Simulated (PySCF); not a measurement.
NMR shielding calculation, with input and output: C₆H₅NO

- system: C₆H₅NO (2-pyridinecarboxaldehyde)
- method: common gauge origin wB97X-D/Sadlej pVTZ NMR shielding, non-relativistic, gas phase (PySCF 2.14.0)

Some settings of this run were made unusual or wrong on purpose. The geometry comes from this level: GFN2-xTB. Figures and captions count atoms from 1; the log counts them from 0 in places.

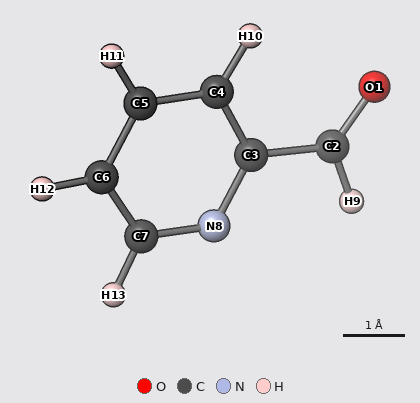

*The structure as given in the input (ball-and-stick view, seen at a tilt; atoms are numbered from 1 in the order of the input).*

**Outcome**

```json
{"quantity": "outcome", "value": "converged"}
{"quantity": "total energy", "value": "−361.554928 hartree"}
{"quantity": "HOMO", "value": "−9.47 eV"}
{"quantity": "LUMO", "value": "−0.46 eV"}
{"quantity": "dipole moment", "value": "3.82 D"}
{"quantity": "isotropic shielding, O", "value": "−382.8 ppm"}
{"quantity": "isotropic shielding, C", "value": "30.4 to 104.3 ppm"}
{"quantity": "isotropic shielding, N", "value": "−67.5 ppm"}
{"quantity": "isotropic shielding, H", "value": "0.8 to 25.1 ppm"}
{"quantity": "hardware", "value": "1 CPU thread, shared host"}
{"quantity": "wall time", "value": "81 s"}
{"quantity": "peak memory", "value": "1.1 GiB"}
```

**Diagnosis**

Some settings of this run were drawn to be unusual or wrong; see gauge = [0, 0, 0]. It converged; results that depend on the unusual settings are not reference values.

**The input**
```
{"job": {"kind": "nmr", "xc": "wB97X-D", "basis": "Sadlej pVTZ", "pop": true, "gauge": [0, 0, 0], "scf": {"max_cycle": 83}}, "charge": 0, "multiplicity": 1}
O      3.090092     0.691034     0.146357
C      2.348735    -0.237901    -0.041141
C      0.874339    -0.157398    -0.029302
C      0.221643     1.051585     0.210636
C     -1.163127     1.064784     0.208463
C     -1.837494    -0.122050    -0.032123
C     -1.091575    -1.274292    -0.260421
N      0.224605    -1.297008    -0.259690
H      2.720033    -1.257821    -0.244675
H      0.807147     1.939744     0.390613
H     -1.706889     1.980622     0.389452
H     -2.915926    -0.157981    -0.043499
H     -1.575970    -2.222832    -0.452398
```

The first line tells a small driver script what to run in PySCF; the rest is the geometry in Å.

Run as:
```bash
OMP_NUM_THREADS=1 python <driver script> task.json out
```

**Output**
```
final grid: 116312 points
cycle   1  E = -361.4064379258  dE =  1.876e+00  |g| = 8.073e-01  |ddm| = 1.306e+02
cycle   2  E = -361.2400867254  dE =  1.664e-01  |g| = 1.300e+00  |ddm| = 1.274e+01
cycle   3  E = -361.5532935889  dE = -3.132e-01  |g| = 7.506e-02  |ddm| = 6.471e+00
cycle   4  E = -361.5539387246  dE = -6.451e-04  |g| = 6.500e-02  |ddm| = 3.272e+00
cycle   5  E = -361.5548750229  dE = -9.363e-04  |g| = 1.246e-02  |ddm| = 1.309e+00
cycle   6  E = -361.5549201707  dE = -4.515e-05  |g| = 4.272e-03  |ddm| = 4.606e-01
cycle   7  E = -361.5549268267  dE = -6.656e-06  |g| = 1.634e-03  |ddm| = 1.029e-01
cycle   8  E = -361.5549280718  dE = -1.245e-06  |g| = 4.612e-04  |ddm| = 3.429e-02
cycle   9  E = -361.5549281743  dE = -1.025e-07  |g| = 1.989e-04  |ddm| = 1.305e-02
cycle  10  E = -361.5549281986  dE = -2.438e-08  |g| = 6.524e-05  |ddm| = 4.907e-03
cycle  11  E = -361.5549282016  dE = -2.957e-09  |g| = 2.867e-05  |ddm| = 1.751e-03
cycle  12  E = -361.5549282024  dE = -8.217e-10  |g| = 1.075e-05  |ddm| = 6.854e-04
converged SCF energy = -361.5549282024

GIAO shielding tensors (ppm)
atom      isotropic    diamagn.    paramagn.     s11        s22        s33       span
  0 O     -382.829     364.262    -747.091   -911.150   -522.027    284.691   1195.841
  1 C       30.353     412.775    -382.422    -44.261     -3.972    139.290    183.551
  2 C       89.388     490.176    -400.788    -29.866     74.171    223.857    253.723
  3 C      104.296     430.415    -326.118      8.586     60.374    243.929    235.343
  4 C       78.205     382.437    -304.232    -21.213     34.916    220.911    242.124
  5 C       82.311     362.896    -280.585    -17.159     56.418    207.674    224.833
  6 C       62.092     374.804    -312.712    -27.978     31.549    182.705    210.683
  7 N      -67.453     461.623    -529.076   -424.168    -94.802    316.611    740.779
  8 H       14.679       4.252      10.427    -25.829     13.552     56.315     82.144
  9 H       25.122      46.937     -21.815      3.543     21.656     50.166     46.622
 10 H        8.453     -18.418      26.871     -9.892     -0.794     36.043     45.935
 11 H        0.787     -48.183      48.970    -18.944    -10.877     32.183     51.127
 12 H        3.976     -33.438      37.414    -16.754     -6.468     35.150     51.904
```
